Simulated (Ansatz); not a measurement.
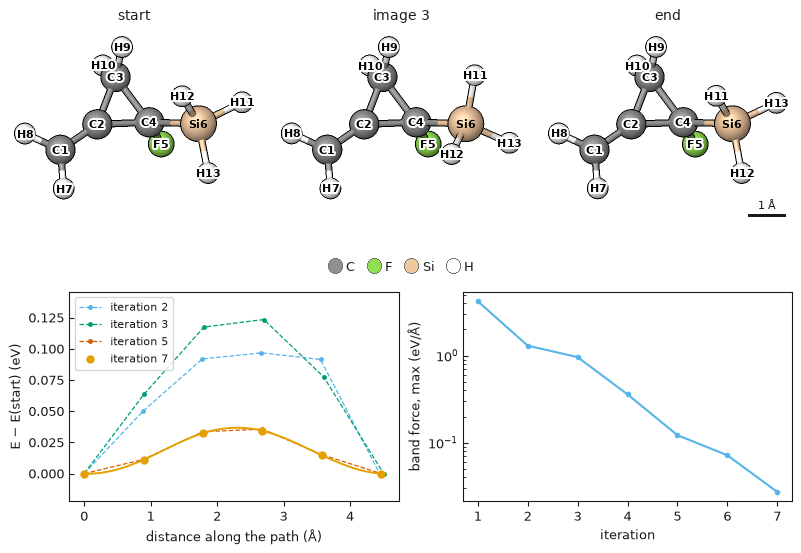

A nudged-elastic-band calculation for C4H7FSi. Images are numbered from 0 (start) to 5 (end). The plot follows the band through its iterations. Style: ball-and-stick. Shown from a free direction.

Computed with RKS PBE0/STO-3G in Ansatz 0.2.0. Run with 4 movable images; no climbing image; force threshold 0.05 eV/Å; iteration limit 60; starting path through a guess of the saddle point.

Q: Did the band converge, and can the barrier be trusted?

A: The run is converged, with reservations. The band converged in 7 iterations. The largest component of the band force went from 4.2 to 0.027 eV/Å. No image climbed, so the highest image needn't lie on the saddle point, and the true maximum along this path can be higher. The first iteration put the highest image at 0.970 eV. The two ends have the same energy, and the highest point, image 3, lies 0.034 eV above the start.

Limits of the set-up: STO-3G is a minimal basis, so the numbers are rough.
